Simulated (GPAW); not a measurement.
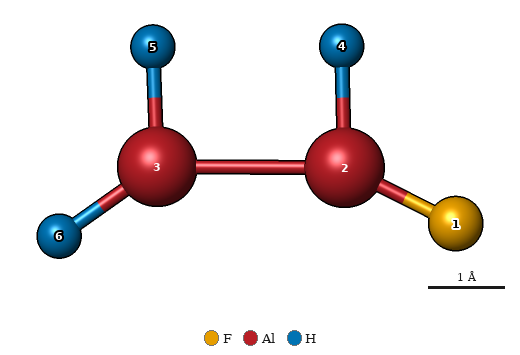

Figure 1. The structure (ball-and-stick view, seen at a tilt; atoms are numbered from 1 in the order of the input). Sticks mark near contacts.

## Property calculation of Al2H3F

Al2H3F, computed with RPBE/plane waves, scalar-relativistic datasets (GPAW 26.7.0).

The geometry comes from this level: GFN2-xTB.

## Input file (gs.py)
```python
import numpy as np
from ase.io import read
from ase.units import Debye
from gpaw import GPAW, PW

# Atomic positions
atoms = read('gs.xyz')
atoms.center(vacuum=4.5)

# Ground state
calculator = GPAW(mode=PW(450), xc='RPBE', maxiter=100, txt='-')
atoms.calc = calculator

energy = atoms.get_potential_energy()
print(f'Energy: {energy:.5f} eV')
forces = atoms.get_forces()
print('Forces (eV/Ang)')
for symbol, f in zip(atoms.symbols, forces):
    print(f'{symbol:2} {f[0]:9.4f} {f[1]:9.4f} {f[2]:9.4f}')
dipole = atoms.get_dipole_moment() / Debye
print(f'Dipole                  {np.linalg.norm(dipole):.3f} D')
homo, lumo = calculator.get_homo_lumo()
print(f'HOMO = {homo:.3f} eV')
print(f'LUMO = {lumo:.3f} eV')
print(f'Gap = {lumo - homo:.3f} eV')
```

## File gs.xyz
```
6

F     -1.119990    -2.545310     0.806290
Al    -0.497080    -1.146570     0.174250
Al     0.483360     1.137450     0.336570
H     -0.400670    -1.013540    -1.424410
H      0.584470     1.289750    -1.236210
H      0.949900     2.278230     1.343500
```

Machine: 1 thread of Arm Neoverse V1, 24 GiB of memory available, shared host.

Command:
```bash
python3 -u gs.py | tee gs.out
```

## Log
```
__  _  _
 | _ |_)|_||  |
 |__||  | ||/\| - 26.7.0

units:  Angstrom and eV
cores:  1
OpenMP: False

Versions:
  Python: 3.12.14
  ASE:    3.29.0
  Numpy:  2.5.5
  Scipy:  1.18.1
  Libxc:  7.0.0

        _gpaw.cpython-312-aarch64-linux-gnu.so

Input parameters:
  mode=PW(ecut=450.00000000000006),
  maxiter=100,
  xc=XC(name='RPBE')

Diagonalizing LCAO Hamiltonian
Converting LCAO to pw mode
         .--------------------------.
        /|                          |
       / |                          |
      /  |                          |
     /   |                          |
    /    |                          |
   /     |                          |
  /      |                          |
 *       |            H             |
 |       |                          |
 |       |           Al             |
 |       |     F Al                 |
 |       |           H              |
 |       |       H                  |
 |       .--------------------------.
 |      /                          /
 |     /                          /
 |    /                          /
 |   /                          /
 |  /                          /
 | /                          /
 |/                          /
 *--------------------------*

Atoms  # Å, Bohr magnetons
|   | symbol |        x |        y |        z |    initial magnetic moments |
|---|--------|----------|----------|----------|-----------------------------|
| 0 |      F | 4.500000 | 4.500000 | 6.730700 | ( 0.0000,  0.0000,  0.0000) |
| 1 |     Al | 5.122910 | 5.898740 | 6.098660 | ( 0.0000,  0.0000,  0.0000) |
| 2 |     Al | 6.103350 | 8.182760 | 6.260980 | ( 0.0000,  0.0000,  0.0000) |
| 3 |      H | 5.219320 | 6.031770 | 4.500000 | ( 0.0000,  0.0000,  0.0000) |
| 4 |      H | 6.204460 | 8.335060 | 4.688200 | ( 0.0000,  0.0000,  0.0000) |
| 5 |      H | 6.569890 | 9.323540 | 7.267910 | ( 0.0000,  0.0000,  0.0000) |

Unit cell  # Å
| periodic |         x |         y |         z |   lengths |    angles |
|----------|-----------|-----------|-----------|-----------|-----------|
|       no | 11.069890 |  0.000000 |  0.000000 | 11.069890 | 90.000000 |
|       no |  0.000000 | 13.823540 |  0.000000 | 13.823540 | 90.000000 |
|       no |  0.000000 |  0.000000 | 11.767910 | 11.767910 | 90.000000 |

Number of symmetries: 1
Symmetry operations  # r_c * U_cc + t_c -> r_c
|   | kind |            matrix            |
|---|------|------------------------------|
| 0 |  E   |  1, 0, 0,  0, 1, 0,  0, 0, 1 |

BZ-sampling:
  Number of BZ points: 1
  Number of IBZ points: 1

  Monkhorst-Pack size: [1, 1, 1]
  Monkhorst-Pack shift: [0, 0, 0]

K-points  # in reciprocal-cell coordinates
|   |                                coordinates |     weight |
|---|--------------------------------------------|------------|
| 0 | (  0.00000000,   0.00000000,   0.00000000) | 1.00000000 |

Plane wave coefficients: 19501
Cutoff: 450.00000000000006 eV

Spin-components: 1 (collinear spins)
Bands:           14
Projectors:      24
Spin-degeneracy: 2
Datatype:        float64

  Storage: CPU
  Wave functions: 4_368_224 bytes (4_368_224 per core)
  Projectors: 8_736_448 bytes (8_736_448 per core)

Parallelization:
  kpt:    1
  domain: 1
  band:   1

Density:
  Valence electrons: 16.0
  Components: 1
  Grid points: [56 70 60]
  Charge: 0.0  # |e|

Potential:
  Grid points: [56 70 60]

species:
  F:
    name:    Fluorine
    Z:       9.0
    valence: 7
    core:    2
    charge:  0.0  # [|e|]
    file:    F.RPBE.gz
    compensation charges:
      type: gauss
      rc: 0.20  # [Å]
      lmax: 2
    cutoffs:
      filter: 1.14  # [Å]
      core: 0.74  # [Å]
    projectors
    | kind |    occ | energy [eV] | rcut [Å] |
    |------|--------|-------------|----------|
    |   2s |  2.000 |     -29.979 |    0.635 |
    |   2p |  5.000 |     -11.057 |    0.635 |
    |    s |        |      -2.768 |    0.635 |
    |    p |        |      16.154 |    0.635 |
    |    d |        |       0.000 |    0.635 |

    Using partial waves for F as LCAO basis

  Al:
    name:    Aluminium
    Z:       13.0
    valence: 3
    core:    10
    charge:  0.0  # [|e|]
    file:    Al.RPBE.gz
    compensation charges:
      type: gauss
      rc: 0.34  # [Å]
      lmax: 2
    cutoffs:
      filter: 1.91  # [Å]
      core: 2.36  # [Å]
    projectors
    | kind |    occ | energy [eV] | rcut [Å] |
    |------|--------|-------------|----------|
    |   3s |  2.000 |      -7.732 |    1.085 |
    |   3p |  1.000 |      -2.717 |    1.085 |
    |    s |        |      19.479 |    1.085 |
    |    p |        |      24.495 |    1.085 |
    |    d |        |       0.000 |    1.085 |

    Using partial waves for Al as LCAO basis

  H:
    name:    Hydrogen
    Z:       1.0
    valence: 1
    core:    0
    charge:  0.0  # [|e|]
    file:    H.RPBE.gz
    compensation charges:
      type: gauss
      rc: 0.15  # [Å]
      lmax: 2
    cutoffs:
      filter: 0.85  # [Å]
      core: 0.53  # [Å]
    projectors
    | kind |    occ | energy [eV] | rcut [Å] |
    |------|--------|-------------|----------|
    |   1s |  1.000 |      -6.572 |    0.476 |
    |    s |        |      20.639 |    0.476 |
    |    p |        |       0.000 |    0.476 |

    Using partial waves for H as LCAO basis

Reference energy: -15967.650734  # eV

eigensolver:
  PPCG
  Converge bands: occupied
  niter=2

density mixing:
  MSR1-Mixer
  Pratt-step length: 0.05
  Maximum mixing coefficient: 0.75
  Old densities: 10
  SVD Regularization: 0.005
  Good broyden scale: 1.0
  Trust region scale: 1.0
  Backstep threshold: 4.0
  History deletion threshold: 6.0
  Fourier metric: weight=20.0, sigma=0.015

occupation numbers:
  # Zero width

poisson solver:
  ecut: 3600.0000000000005  # eV

xc functional:
  name: RPBE with 2 nearest neighbor stencil

Initialization done in: 1.197 s

convergence criteria:
- Maximum [total energy] change in last 3 cyles: 0.0005 eV / valence electron
- Maximum integral of absolute [dens]ity change: 0.0001 electrons / valence electron
- Maximum integral of absolute [eigenst]ate change: 4e-08 eV^2 / valence electron
maximum number of iterations: 100

SCF iterations
|iter     |     time |      energy | eigst |  dens |
|---------|----------|-------------|-------|-------|
|iter:   1| 00:00:01 |  -21.763441 | +0.02 |       |
|iter:   2| 00:00:02 |  -21.367839 | -1.80 | -0.60 |
|iter:   3| 00:00:04 |  -19.395029 | -0.78 | -0.63 |
|iter:   4| 00:00:05 |  -19.382068 | -1.97 | -1.22 |
|iter:   5| 00:00:06 |  -19.379036 | -2.52 | -1.69 |
|iter:   6| 00:00:07 |  -19.381496c| -3.76 | -2.00 |
|iter:   7| 00:00:08 |  -19.381880c| -4.93 | -2.54 |
|iter:   8| 00:00:09 |  -19.381893c| -6.09 | -3.28 |
|iter:   9| 00:00:11 |  -19.381893c| -7.41c| -3.91 |
|iter:  10| 00:00:12 |  -19.381893c| -7.43c| -4.47c|

Converged in 10 steps
SCF loop duration: 10.922 s (1.092 s/step)
Energy contributions relative to reference atoms: (reference = -15967.650734)

Energy contributions:
  Kinetic:          27.069392
  Coulomb:         -25.574112
  Zero:              0.227560
  External:          0.000000
  Xc:              -21.104733
  Entropy:           0.000000
  Spinorbit:         0.000000
  ----------------------------
  Free energy:     -19.381893
  Extrapolated:    -19.381893

dipole moment: (0.109564, 0.256945, 0.154298)  # |e|*Ang

Fermi level: -4.484
Eigenvalues  # (at kpt = [0.000, 0.000, 0.000])
| band index |      eig [eV] | occ [0-2] |
|------------|---------------|-----------|
|          0 |       -28.385 |     2.000 |
|          1 |       -10.936 |     2.000 |
|          2 |       -10.041 |     2.000 |
|          3 |        -9.304 |     2.000 |
|          4 |        -9.237 |     2.000 |
|          5 |        -8.147 |     2.000 |
|          6 |        -6.898 |     2.000 |
|          7 |        -5.551 |     2.000 |
|          8 |        -3.418 |     0.000 |
|          9 |        -1.223 |     0.000 |
|         10 |        -0.892 |     0.000 |
|         11 |        -0.298 |     0.000 |
|         12 |         0.007 |     0.000 |
|         13 |         0.257 |     0.000 |

Gap: 2.133 eV
Transition (v -> c):
  (s=0, k=0, n=7, [0.00, 0.00, 0.00]) -> (s=0, k=0, n=8, [0.00, 0.00, 0.00])
No difference between direct/indirect transitions
vacuum-level: 0.312  # V
Energy: -19.38189 eV

Forces  # eV/Ang
|        x |        y |        z |
|----------|----------|----------|
| -0.33086 | -0.71891 |  0.53538 |  # F    0
|  0.17496 |  0.33272 | -0.77589 |  # Al   1
|  0.20572 |  0.52838 |  0.62152 |  # Al   2
| -0.23742 | -0.56187 | -0.24181 |  # H    3
|  0.13824 |  0.29810 | -0.30389 |  # H    4
|  0.06432 |  0.14505 |  0.12217 |  # H    5

Force computation time: 0.664  # s
Forces (eV/Ang)
F    -0.3309   -0.7189    0.5354
Al    0.1750    0.3327   -0.7759
Al    0.2057    0.5284    0.6215
H    -0.2374   -0.5619   -0.2418
H     0.1382    0.2981   -0.3039
H     0.0643    0.1451    0.1222
Dipole                  1.533 D
HOMO = -5.551 eV
LUMO = -3.418 eV
Gap = 2.133 eV
```

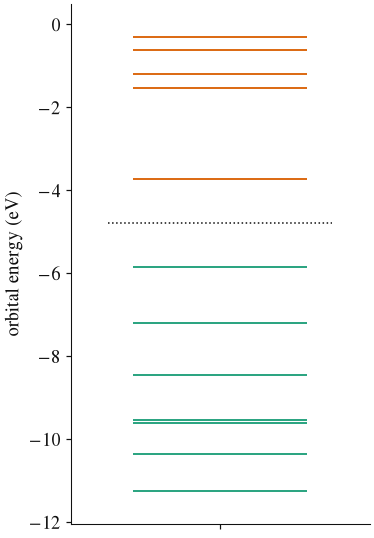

Figure 2. Orbital energies near the frontier; the dotted line parts filled from empty levels, and levels within 0.02 eV of each other stand side by side. Highest filled −5.86 eV, lowest empty −3.73 eV, 2.13 eV apart.

## Key numbers

| quantity | value |
| --- | --- |
| outcome | converged |
| energy relative to the program's reference atoms | −19.3819 eV |
| largest force | 0.955 eV/Å |
| HOMO | −5.86 eV |
| LUMO | −3.73 eV |
| dipole moment | 1.53 D |
| wall time | 13 s |
| peak memory | 0.51 GiB |
